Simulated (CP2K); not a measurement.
# CH2AlFO (SMILES F[CH]1[O][AlH]1): PM6

What is the vertical singlet–triplet gap of CH2AlFO at PM6? 

Program for the calculation: CP2K 2026.2.

4 further runs of the same task are left out: 4 set aside as unsound or not needed.

## (1) Starting point

CH2AlFO: 6 atoms, total charge 0, spin state singlet. As SMILES, `F[CH]1[O][AlH]1`. Geometry: a GFN2-xTB relaxation, a rough one for these elements and not checked as a minimum.

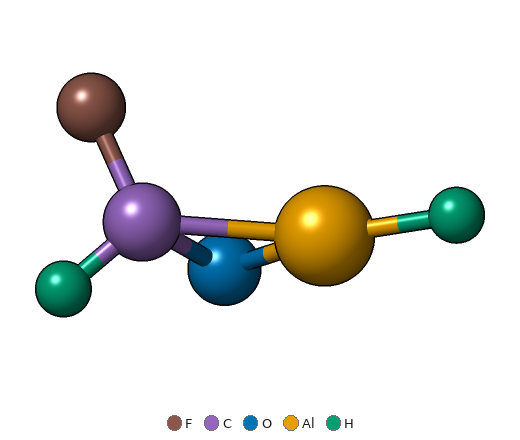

Viewed from a chosen angle; fluorine brown, carbon purple, oxygen blue, aluminium amber, hydrogen teal.

## (2) The energy at PM6

Contents of molecule.inp:

```
&GLOBAL
   PROJECT molecule
   RUN_TYPE ENERGY
   PRINT_LEVEL MEDIUM
&END

&FORCE_EVAL
   METHOD QS
   &DFT
      CHARGE 0
      MULTIPLICITY 1
      # Quickstep
      &QS
         METHOD PM6
         EPS_DEFAULT 1.0E-10
         &SE
            &COULOMB
               CUTOFF [angstrom] 50
               RC_RANGE [angstrom] 0
            &END
            &EXCHANGE
               CUTOFF [angstrom] 50
               RC_RANGE [angstrom] 0
            &END
         &END
      &END
      # cluster boundary conditions
      &POISSON
         PERIODIC NONE
         POISSON_SOLVER ANALYTIC
      &END
      &SCF
         SCF_GUESS ATOMIC
         EPS_SCF 1.0E-06
         MAX_SCF 100
         &DIAGONALIZATION
            ALGORITHM STANDARD
         &END
         &MIXING
            METHOD DIRECT_P_MIXING
            ALPHA 0.4
         &END
      &END
      # extra output
      &PRINT
         &MOMENTS
            PERIODIC F
            REFERENCE COM
            MAX_MOMENT 1
         &END
         &MO ON
            ENERGIES T
            OCCUPATION_NUMBERS T
            NDIGITS 6
            &EACH
               QS_SCF 0
            &END
            ADD_LAST NUMERIC
         &END
         &HIRSHFELD OFF
         &END
      &END
   &END
   # atoms, cell and kinds
   &SUBSYS
      # box in angstrom
      &CELL
         ABC [angstrom] 13.9 12.4 12.2
         PERIODIC NONE
      &END
      &COORD
         F      0.734280    -0.806660     1.443650
         C      0.746120    -0.124320     0.263230
         O     -0.186830    -0.899480    -0.738210
         Al    -0.934060     0.542700    -0.395140
         H      1.763960    -0.181650    -0.134340
         H     -2.123480     1.469410    -0.439190
      &END
      &TOPOLOGY
         &CENTER_COORDINATES
         &END
      &END
   &END
&END
```

The run is started by

```console
$ OMP_NUM_THREADS=1 cp2k.psmp -i molecule.inp -o molecule.out
```

Output:

```text
CP2K| version string:                                       CP2K version 2026.2
[...]
 GLOBAL| Method name                                                        CP2K
[...]
 GLOBAL| Run type                                                         ENERGY
[...]
                             - Atoms:                                          6
[...]
                             - Spherical basis functions:                     23
[...]
 Number of electrons:                                                         22
[...]
     1 P_Mix/Diag. 0.40E+00    0.0     0.74707720       -30.9590383713 -3.10E+01
[...]
    19 DIIS/Diag.  0.43E-06    0.0     0.00000094       -35.3328089432 -2.11E-11
  *** SCF run converged in    19 steps ***
  Core-core repulsion energy [eV]:                           1159.17069148519613
  Core Hamiltonian energy [eV]:                             -1616.07789534314725
  Two-electron integral energy [eV]:                        -1009.09484605258433
  Electronic energy [eV]:                                   -2120.62531836943936
  Total energy [eV]:                                         -961.45462688424345
  Atomic reference energy [eV]:                               959.82040966331306
  Heat of formation [kcal/mol]:                               -37.68594737682822
[...]
 SE_DIPOLE| Moment [Debye]          1.87266655      -3.53102831       1.21283526
 SE_DIPOLE| Derivative [a.u.]       0.00000000       0.00000000       0.00000000
 ENERGY| Total FORCE_EVAL ( QS ) energy [hartree]            -35.332808943217017
[...]
```

Run time: 0.22 s. Hardware: 1 thread of Arm Neoverse V2, shared host.

## (3) The triplet, same level

Contents of mol.inp:

```
&GLOBAL
  PROJECT_NAME mol
  RUN_TYPE ENERGY
  PRINT_LEVEL MEDIUM
&END GLOBAL

&FORCE_EVAL
  METHOD QUICKSTEP
  &DFT
    MULTIPLICITY 3
    LSD T
    # Quickstep
    &QS
      METHOD PM6
      EPS_DEFAULT 1.0E-10
      &SE
        &COULOMB
          CUTOFF [angstrom] 50
          RC_RANGE [angstrom] 0
        &END COULOMB
        &EXCHANGE
          CUTOFF [angstrom] 50
          RC_RANGE [angstrom] 0
        &END EXCHANGE
      &END SE
    &END QS
    # no periodic images
    &POISSON
      PERIODIC NONE
      POISSON_SOLVER ANALYTIC
    &END POISSON
    # self-consistent field
    &SCF
      SCF_GUESS ATOMIC
      EPS_SCF 1.0E-06
      MAX_SCF 150
      ADDED_MOS 8
      &DIAGONALIZATION
        ALGORITHM STANDARD
      &END DIAGONALIZATION
      &MIXING
        METHOD DIRECT_P_MIXING
        ALPHA 0.4
      &END MIXING
    &END SCF
    # extra output
    &PRINT
      &MOMENTS
        PERIODIC F
        REFERENCE COM
        MAX_MOMENT 1
      &END MOMENTS
      &MO ON
        ENERGIES T
        OCCUPATION_NUMBERS T
        NDIGITS 6
        &EACH
          QS_SCF 0
        &END EACH
        ADD_LAST NUMERIC
      &END MO
      &HIRSHFELD OFF
      &END HIRSHFELD
    &END PRINT
  &END DFT
  &SUBSYS
    &CELL
      ABC 13.9 12.4 12.2
      PERIODIC NONE
    &END CELL
    &COORD
      F      0.734280    -0.806660     1.443650
      C      0.746120    -0.124320     0.263230
      O     -0.186830    -0.899480    -0.738210
      Al    -0.934060     0.542700    -0.395140
      H      1.763960    -0.181650    -0.134340
      H     -2.123480     1.469410    -0.439190
    &END COORD
    &TOPOLOGY
      &CENTER_COORDINATES
      &END CENTER_COORDINATES
    &END TOPOLOGY
  &END SUBSYS
&END FORCE_EVAL
```

The run is started by

```console
$ OMP_NUM_THREADS=1 cp2k.psmp -i mol.inp -o mol.out
```

Output:

```text
CP2K| version string:                                       CP2K version 2026.2
[...]
 GLOBAL| Method name                                                        CP2K
[...]
 GLOBAL| Run type                                                         ENERGY
[...]
                             - Atoms:                                          6
[...]
                             - Spherical basis functions:                     23
[...]
 Number of electrons:                                                         12
[...]
     1 P_Mix/Diag. 0.40E+00    0.0     0.39153835       -30.9590383713 -3.10E+01
[...]
    78 DIIS/Diag.  0.38E-06    0.0     0.00000075       -35.1784968405 -1.41E-11
  *** SCF run converged in    78 steps ***
  Core-core repulsion energy [eV]:                           1159.17069148519613
  Core Hamiltonian energy [eV]:                             -1602.33174078671391
  Two-electron integral energy [eV]:                        -1028.18906344381026
  Electronic energy [eV]:                                   -2116.42627250861915
  Total energy [eV]:                                         -957.25558102342302
  Atomic reference energy [eV]:                               959.82040966331306
  Heat of formation [kcal/mol]:                                59.14635821696434
[...]
 SE_DIPOLE| Moment [Debye]         -0.69702908      -2.64789532       0.13893901
 SE_DIPOLE| Derivative [a.u.]       0.00000000       0.00000000       0.00000000
 ENERGY| Total FORCE_EVAL ( QS ) energy [hartree]            -35.178496840497232
[...]
```

It took 0.38 s on 1 thread of Arm Neoverse V2, shared host.

## (4) Outcome

At PM6:

```
                                        quantity           value
                           singlet: total energy    -35.33281 Eh
                          singlet: dipole moment          4.18 D
                            singlet: HOMO energy        -9.56 eV
                      singlet: heat of formation  -37.7 kcal/mol
                           triplet: total energy    -35.17850 Eh
                          triplet: dipole moment          2.74 D
     triplet: HOMO energy (highest over α and β)        -5.31 eV
      triplet: LUMO energy (lowest over α and β)        -2.58 eV
                      triplet: heat of formation   59.1 kcal/mol
vertical energy of the triplet above the singlet        4.199 eV
```

What this shows: At this shape the triplet lies 4.20 eV (405 kJ/mol) above the singlet.
